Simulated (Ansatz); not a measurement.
# C3H4OSi (SMILES C#C[SiH2]C=O): what the fields show

```xyz
9

C     2.0924    0.0705    1.3186
C     1.2283   -0.2065    0.5238
Si   -0.1238   -0.5614   -0.6417
C    -1.5888    0.6491   -0.2994
O    -2.5856    0.6007   -0.9723
H     2.8606    0.3099    2.0184
H     0.3296   -0.3561   -2.0375
H    -0.6160   -1.9466   -0.4535
H    -1.5081    1.3941    0.5266
```

Geometry: PBE0-D4/def2-TZVP.

The calculation used RKS PBE0-D4/def2-TZVPP in Ansatz 0.2.0.

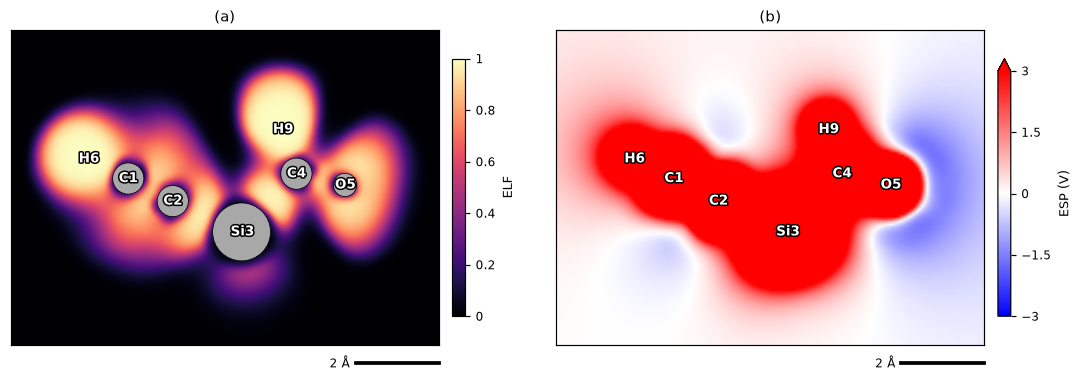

Figure 1. (a) ELF; (b) electrostatic potential on the plane of atoms Si3, C4 and O5. Grey discs cover the atomic cores in the ELF map.

What does the map show?

Answer. The plane passes through C, Si, O and H nuclei.
C–O (1.20 Å): the ELF peaks at about 0.85 between the atoms (a short, multiple covalent bond).
C–C (1.21 Å): the ELF peaks at about 0.85 between the atoms (a multiple bond).
C–Si (1.82 Å): the ELF peaks at about 0.95 between the atoms: localised, covalent bonding.
C–H (1.07 Å): the ELF climbs to about 1 towards the hydrogen, as it does in any bond to H; a covalent bond by its length.
C–Si (1.93 Å): the ELF peaks at about 1 between the atoms: a shared electron pair.
The ELF also peaks beside O5, away from the bonds: lone-pair regions.
Outside the dense part of the molecule the potential is most negative (−1.6 V) near O5.

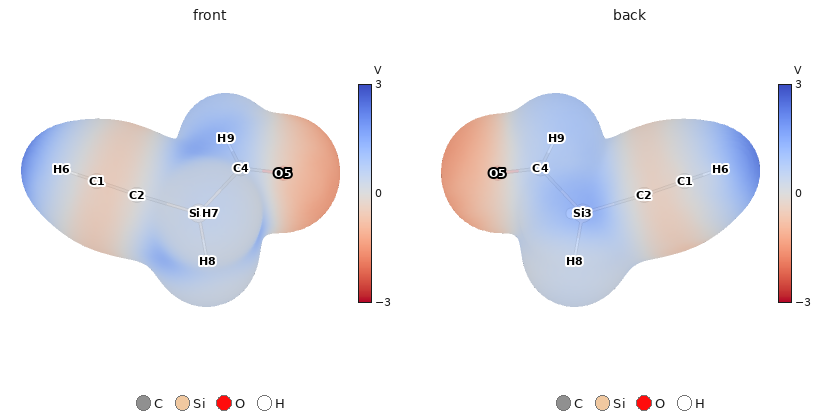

Figure 2. The electrostatic potential painted on the density surface at 0.002 e/bohr³, seen from the front and from behind; the colour scale runs from red (negative) to blue (positive).

Where is the surface potential most negative and most positive?

Answer. The most negative region (about −1.4 V) lies over O5, the most positive (about +2.1 V) over H6. O5 is the likeliest acceptor of a hydrogen bond.

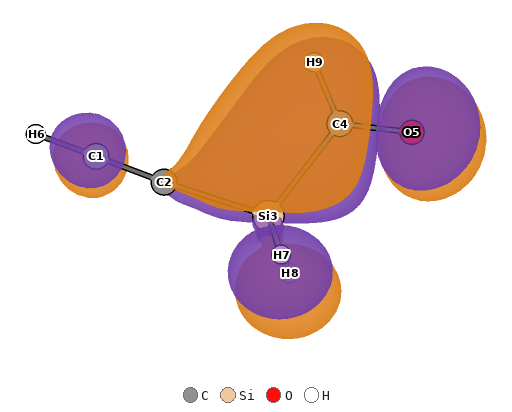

Figure 3. The LUMO at ±0.06 Å⁻³ᐟ² (orange and purple are the two phases), seen across its widest extent.

What is the character of this orbital?

Answer. Its weight (Hirshfeld) is mainly on C4 (about 40 %), O5 (about 30 %) and Si3 (about 15 %); π-antibonding (π*) across C4–O5. Its energy is −1.84 eV.

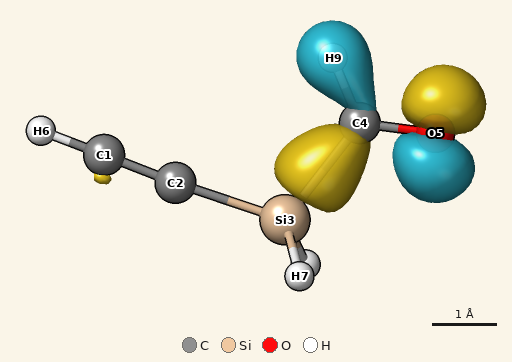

Figure 4. The HOMO at ±0.2 Å⁻³ᐟ² (yellow and cyan are the two phases), seen across its widest extent.

Describe this orbital and give its energy.

Answer. It lies mainly on O5 (about 50 %), C4 (about 20 %), Si3 (about 15 %) and H9 (about 10 %). Its energy is −7.18 eV.
